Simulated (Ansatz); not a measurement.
C3H4LiMg (doublet)

```xyz
9

C    -1.4654    1.6112    0.9814
C    -1.1280    0.4174    0.9473
C    -0.7576   -0.9963    0.9406
Li   -1.9080    3.5153    0.9255
Mg   -0.1205    2.1711   -0.7503
H    -0.2996   -1.2908    1.8991
H    -1.6397   -1.6364    0.7746
H    -0.0303   -1.2095    0.1395
H     0.9526    1.2402   -1.7198
```

Geometry: B3LYP-D3(BJ)/def2-SVP.

Theory: Ansatz, isolated molecule in a Gaussian basis; Kohn-Sham density functional theory, functional PBE0.

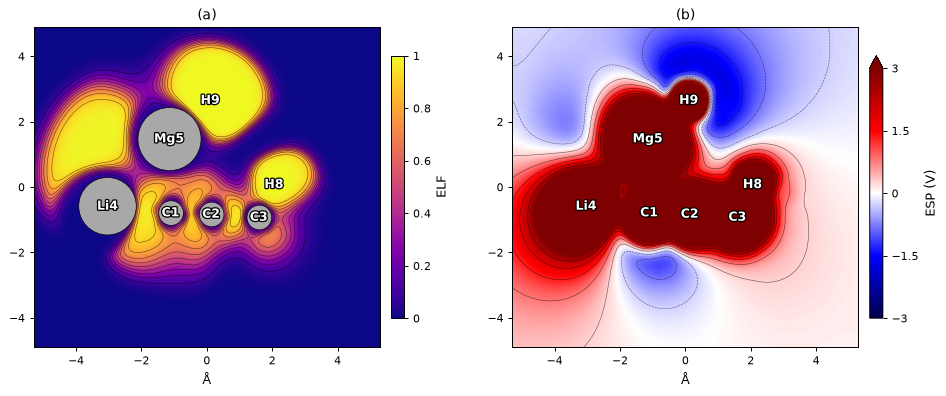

Figure 1. (a) electron localisation function; (b) electrostatic potential on the plane of atoms C2, C1 and Mg5. Grey discs cover the atomic cores in the ELF map.

**Read the bonding off the picture.**

The section cuts through C, Li, Mg and H sites.
C–C (1.24 Å): the ELF peaks at about 0.85 between the atoms; a short, multiple covalent bond.
C–Li (1.96 Å): the ELF peaks at about 0.95 in the valence shell of C, 0.8 Å from its nucleus, and is about 0.90 at the midpoint.
C–Mg (2.26 Å): the ELF peaks at about 0.75 in the valence shell of C, 0.8 Å from its nucleus, and is about 0.45 at the midpoint.
C–H (1.10 Å): the ELF climbs to about 1 towards the hydrogen, as it does in any bond to H; an ordinary covalent bond to hydrogen.
Mg–H (1.72 Å): the ELF climbs to about 1 towards the hydrogen.
Outside the dense part of the molecule the potential is most negative (−1.7 V) near H9.

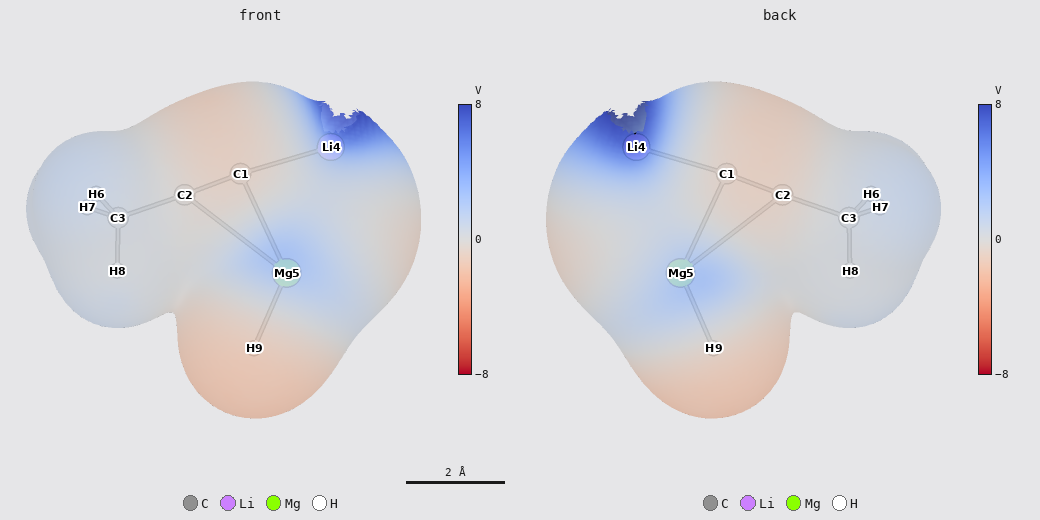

Figure 2. The molecular electrostatic potential painted on the density surface at 0.002 e/bohr³, seen from the front and from behind; the colour scale runs from red (negative) to blue (positive).

**Which sites attract a positive test charge, and which a negative one?**

A positive charge is drawn to the negative regions and a negative charge to the positive ones. The most negative region (about −1.6 V) lies over H9, the most positive (about +7.5 V) over Li4.

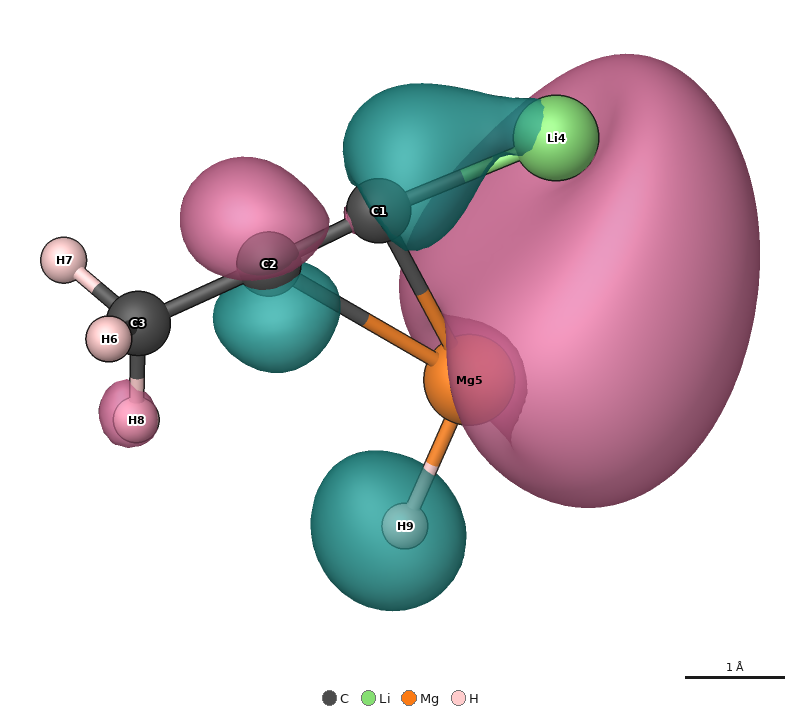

Figure 3. One frontier orbital at ±0.08 Å⁻³ᐟ² (teal and pink are the two phases), seen at a tilt.

**Which orbital is it: HOMO (β) or LUMO (β)?**

The LUMO (β), at −1.44 eV. It lies mainly on Mg5 (about 50 %), Li4 (about 30 %) and C1 (about 10 %).
